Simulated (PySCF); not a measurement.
[AlH4]- (AlH₄, charge −1).

Computed with PySCF, B3LYP/6-311+G**, geometry: GFN2-xTB. No frequency check shows the geometry to be a minimum. For an anion such functionals hold the outermost electrons too loosely, so the response is rough. The basis has diffuse s and p functions alone, which still leaves polarisabilities too small, most of all across bonds.

Input script:

```python
import numpy as np
from pyscf import gto, scf, dft
from pyscf.scf import atom_ks, atom_hf
from scipy.linalg import block_diag

def solve(mol, dm0=None, hcore=None):
    mf = (dft.UKS if mol.spin else dft.RKS)(mol, xc='b3lyp')
    mf.grids.level = 3
    mf = mf.density_fit(auxbasis='def2-universal-jkfit')
    mf.conv_tol, mf.max_cycle = 1e-8, 80
    if hcore is not None:
        mf.get_hcore = lambda *args: hcore
    mf.kernel(dm0)
    if not mf.converged:
        mf = mf.newton().run(mf.mo_coeff, mf.mo_occ, max_cycle=30)
    assert mf.converged, 'SCF not converged'
    return mf

mol = gto.M(atom='''
Al    -0.00005    -0.00002     0.00047
H     -0.42392    -1.25967    -0.93958
H      0.42432     1.25985    -0.93946
H      1.26288    -0.42309     0.93653
H     -1.26264     0.42313     0.93645
''', basis='6-311+g**', charge=-1, spin=0, verbose=4)
field = np.array([0.002, 0.0, 0.0])  # atomic units
mol.set_common_orig(mol.atom_charges() @ mol.atom_coords() / mol.atom_charges().sum())
mf = solve(mol)
out = dict(dm0=mf.make_rdm1(), d0=mf.dip_moment(unit='AU'), e0=mf.e_tot)
for name, sign in (('p', 1), ('m', -1)):
    h = mf.get_hcore() + sign * np.einsum('x,xij->ij', field, mol.intor('int1e_r'))
    mi = solve(mol, mf.make_rdm1(), h)
    out.update({'dm' + name: mi.make_rdm1(), 'd' + name: mi.dip_moment(unit='AU'), 'e' + name: mi.e_tot})
# spherically averaged free atoms, for the promolecule
atm = atom_ks.get_atm_nrks(mol, xc='b3lyp')
pro = block_diag(*[(atm[a[0]][2] * atm[a[0]][3]) @ atm[a[0]][2].T for a in mol._atom])
np.savez('result.npz', pro=pro, **out)
```

Launched as:

```sh
OMP_NUM_THREADS=1 python input.py
```

The run took 6.7 s on 1 thread of Intel(R) Xeon(R) Platinum 8488C (Sapphire Rapids) (shared host), peak memory 0.25 GiB.

Partitions, critical points and surface values were worked out afterwards from this run's density.

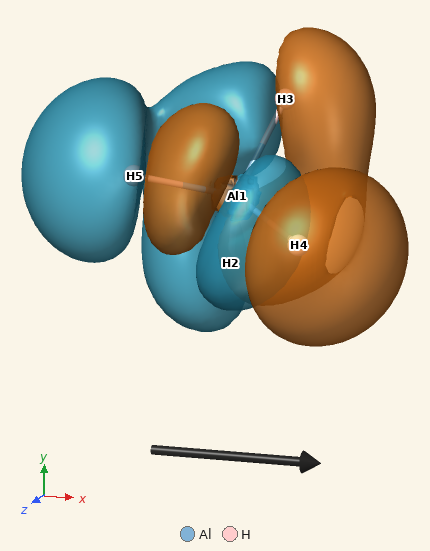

Change of the electron density in a uniform field of 0.10 V/Å along +x (arrow), surfaces at ±0.0003 e/Å³ (light blue: gain, orange: loss).

> How large is the response?

The induced dipole is 0.22 D (along the field); α along this axis, from the fields in both directions, is 43 bohr³ (6.4 Å³).

> Which atoms gain and lose the most charge?

Electrons gather most on H5 (Hirshfeld charge changes by −0.005 e) and leave H4 most (+0.005 e); 0.020 electrons are displaced in all.
